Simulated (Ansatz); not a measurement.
Process, species as SMILES: OO (H2O2) → [O-]O + H+
B3LYP-D3(BJ)/def2-TZVP geometries, fixed; electronic energies without zero-point terms.

Basis-set convergence of the deprotonation energy at PBE0 with Ansatz (a program for electronic structure). Cartesian d functions, on some or all atoms, in 6-31G*, 6-31+G*; all else is spherical. The program fits the integrals of some runs and decomposes those of others, by size. No added dispersion term, no relativity. Functions are those of the species that has most. Reference: the value in aug-pcseg-3, 385.82 kcal/mol, itself unsure by roughly 0.03 kcal/mol (its mean distance from aug-cc-pVQZ, def2-QZVPPD). Deviations are taken from unrounded values.

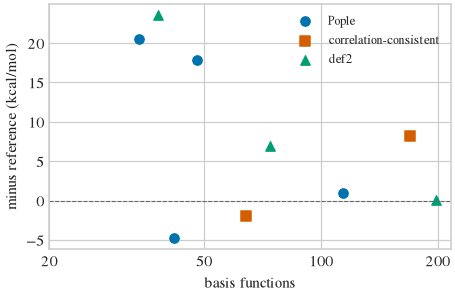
Fig. 1. Deviation from the reference against the number of basis functions, by family of sets.

```
basis              functions  deprotonation energy (kcal/mol)  minus reference (kcal/mol)
-----------------  ---------  -------------------------------  --------------------------
6-31G*                    34                           406.34                       20.52
def2-SVP                  38                           409.39                       23.57
6-31+G*                   42                           381.03                       -4.79
6-311G**                  48                           403.73                       17.91
aug-cc-pVDZ               64                           383.86                       -1.96
def2-TZVP                 74                           392.71                        6.89
6-311++G(3df,3pd)        114                           386.79                        0.97
cc-pVQZ                  170                           394.02                        8.20
def2-QZVPPD              198                           385.83                        0.01
```
